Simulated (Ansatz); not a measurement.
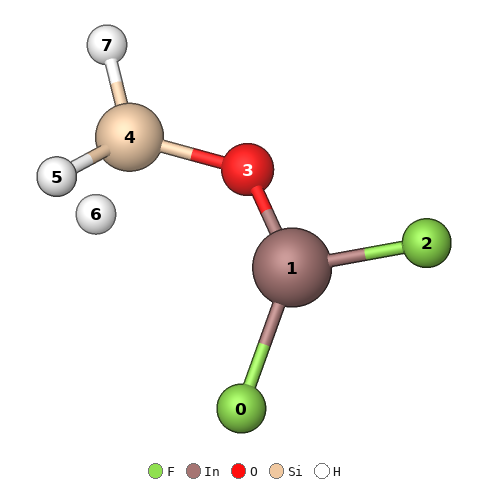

Starting geometry of the run. Atoms are numbered from 0, in the order of the input.

Input file:

```yaml
crystal:
  periodic: [false, false, false]
  atoms:
    - {symbol: F, position_ang: [0.445860, -1.941391, 2.483060]}
    - {symbol: In, position_ang: [1.099244, -1.365584, 0.446290]}
    - {symbol: F, position_ang: [2.553219, -2.550891, -0.446431]}
    - {symbol: O, position_ang: [0.355991, -0.250277, -0.815093]}
    - {symbol: Si, position_ang: [-0.518284, 1.310699, -0.529233]}
    - {symbol: H, position_ang: [-0.389673, 2.021079, 0.801768]}
    - {symbol: H, position_ang: [-2.118483, 0.714099, -0.033946]}
    - {symbol: H, position_ang: [-0.914868, 2.192272, -1.748573]}
basis:
  gaussian: {orbitals: x2c-TZVPPall, final_grid: {core_spheres: 8, valence_spheres: 7, degree: 23}}
hamiltonian: {xc: {name: BHLYP}}
accuracy: high
```

Command:

```sh
ansatz run in.yaml --threads 4 --pin off --events-out ev --progress --plain --max-ram 10444MiB
```

Result:

```
Functional definition: BHLYP
  name "BHLYP"
  cite "Becke, J. Chem. Phys. 98, 1372 (1993) doi:10.1063/1.464304"
  cite "Becke, Phys. Rev. A 38, 3098 (1988) doi:10.1103/PhysRevA.38.3098"
  cite "Lee, Yang & Parr, Phys. Rev. B 37, 785 (1988) doi:10.1103/PhysRevB.37.785"
  parameter a = 0.5
  exchange = (1 - a)*b88_x + a*exact_x
  correlation = lyp_c
4099 factors; integrals over basis functions are off by at most 3.9e-8 eV
mean field evaluation 1: about -175452.8710 eV, gradient 7.5e1 eV
mean field evaluation 2: about -175437.3288 eV, gradient 1.2e2 eV
mean field evaluation 4: about -175461.9031 eV, gradient 3.9e0 eV
mean field evaluation 8: about -175462.0645 eV, gradient 2.8e-1 eV
mean field evaluation 16: about -175462.0646 eV, gradient 3.7e-4 eV
mean field -175462.06463802 eV, -6448.1119429884 hartree, gradient 5.3e-8 eV, S^2 0.000000; 0 other end points of the search recorded, 0 dependent functions left out
reference -175462.06467113 eV, -6448.1119442049 hartree; 46, 46 occupied and 191, 191 virtual orbitals, 4099 factors
Total energy: -175462.06467113 eV, -6448.1119442049 hartree
Relativity: scalar
```

The calculation finished and met its thresholds.
